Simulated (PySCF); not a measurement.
C₃H₁₂N₂Si₂ (SMILES C/C=N\[SiH2]N(C)[SiH3])

The calculation's input:

```
{"job": {"kind": "uv", "xc": "CAM-B3LYP", "basis": "def2-SVPD", "nstates": 8, "ntriplets": 3}, "charge": 0, "multiplicity": 1}
C     -3.086065     0.162689     1.191829
C     -2.492654    -0.182502    -0.132928
N     -1.348890     0.079919    -0.558482
Si     0.033198     0.912589     0.037027
N      1.365358    -0.143077    -0.320438
C      1.366901    -0.780114    -1.623520
Si     2.882277    -0.127462     0.509153
H     -2.370792     0.700392     1.806564
H     -3.399318    -0.748502     1.699492
H     -3.973254     0.775757     1.038531
H     -3.163404    -0.730646    -0.802082
H      0.039018     2.149906    -0.754270
H      0.149448     1.205923     1.466364
H      1.827253    -0.138978    -2.382144
H      1.930084    -1.713432    -1.585273
H      0.346797    -0.997969    -1.930485
H      3.391101    -1.503223     0.490144
H      2.633309     0.338221     1.868498
H      3.859829     0.749758    -0.153921
```

Run with:

```sh
OMP_NUM_THREADS=1 python probes_run.py task.json out
```

Geometry: GFN2-xTB.

All numbers below come from CAM-B3LYP/def2-SVPD, SCF density, gas phase (PySCF 2.14.0).

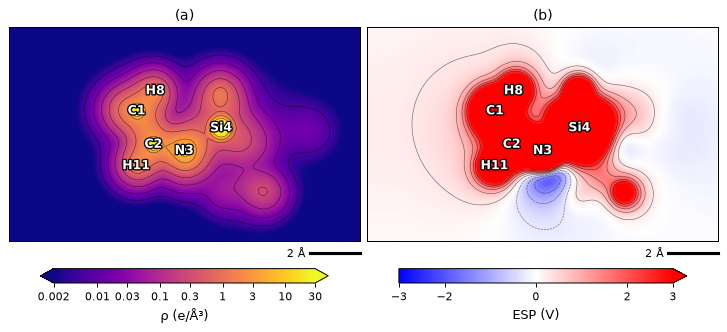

Figure 1. (a) total electron density; (b) molecular electrostatic potential on the plane of atoms C1, C2 and H11.

Describe what can be read from this map.

The plane passes through C, N, Si and H nuclei.
C–N (1.25 Å): the density is about 2.9 e/Å³ at the midpoint.
C–C (1.49 Å): the density is about 1.8 e/Å³ at the midpoint.
Si–N (1.72 Å): the density is about 1.1 e/Å³ at the midpoint.
C–H (1.09 Å): ρ at the midpoint is about 2 e/Å³.
Outside the dense part of the molecule the potential is most negative (−1.9 V) near N3.

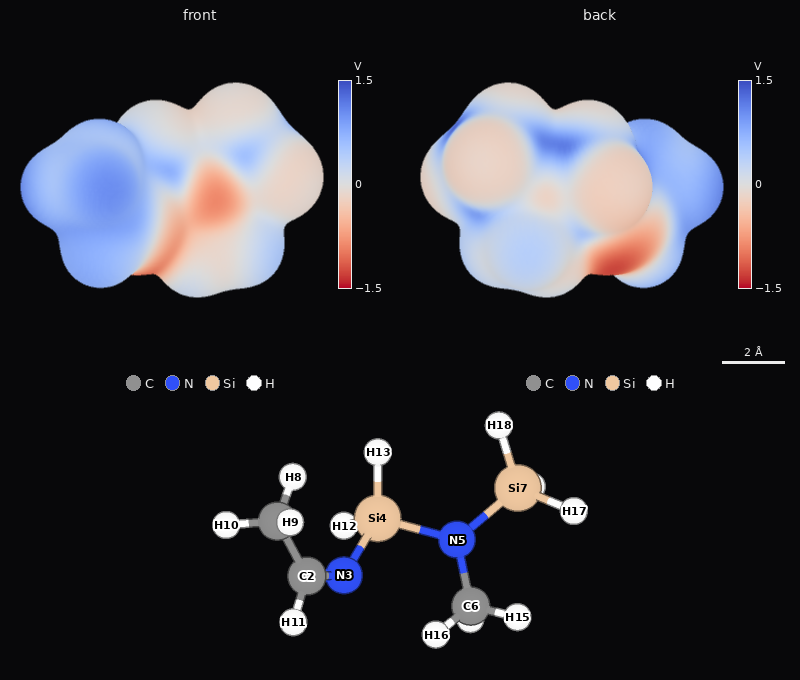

Figure 2. The molecular electrostatic potential painted on the density surface at 0.002 e/bohr³, seen from the front and from behind; the colour scale runs from red (negative) to blue (positive). The bare structure is drawn below in the same view.

Which sites attract a positive test charge, and which a negative one?

A positive charge is drawn to the negative regions and a negative charge to the positive ones. The most negative region (about −1.2 V) lies over N3, the most positive (about +1.1 V) over Si4 and Si7. N3 is the likeliest acceptor of a hydrogen bond.

What dipole moment does the calculation give?

Its dipole moment is 2.11 D.
